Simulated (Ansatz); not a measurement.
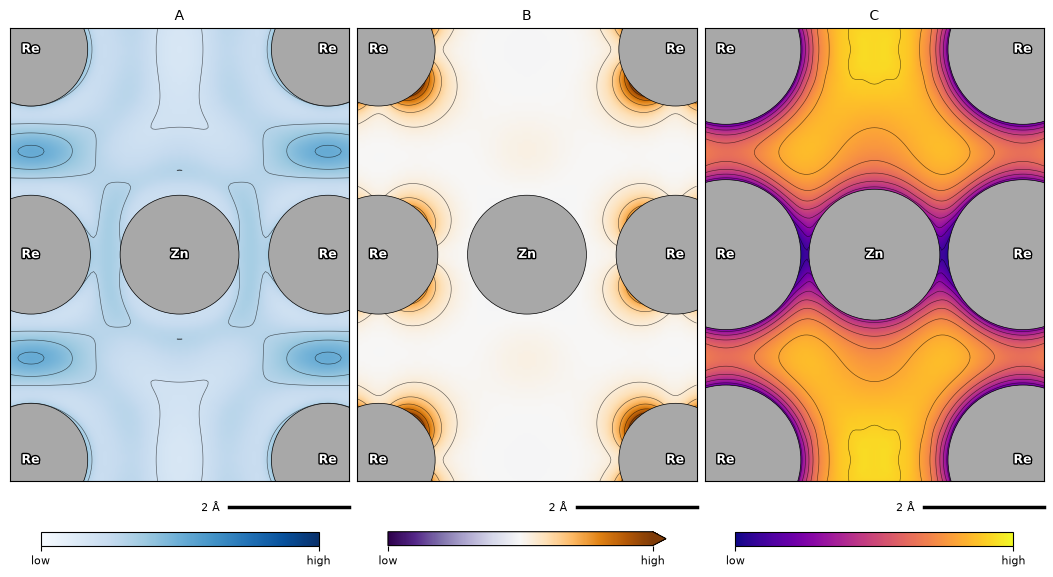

ZnRe$_{4}$: 3 fields on the (011) plane of the conventional cell, with unlabelled colour scales. Grey discs cover the atomic cores.

Space group P4/mmm; a structure generated by program, which may or may not match a known phase; spin-polarised.

These are results of Ansatz 0.2.0, DFT PBE, scalar-relativistic, plane waves, PAW, not measurements.

### The panels show electron localisation function, electrostatic potential energy of an electron and spin density in some order. Assign them.

Panel A: electron localisation function. Panel B: spin density (confined to the magnetic sites and close to zero elsewhere). Panel C: electrostatic potential energy of an electron (low next to the atoms, rising into the space between them). From the grid: Zn–Re (2.48 Å): the ELF is about 0.35 at the midpoint.
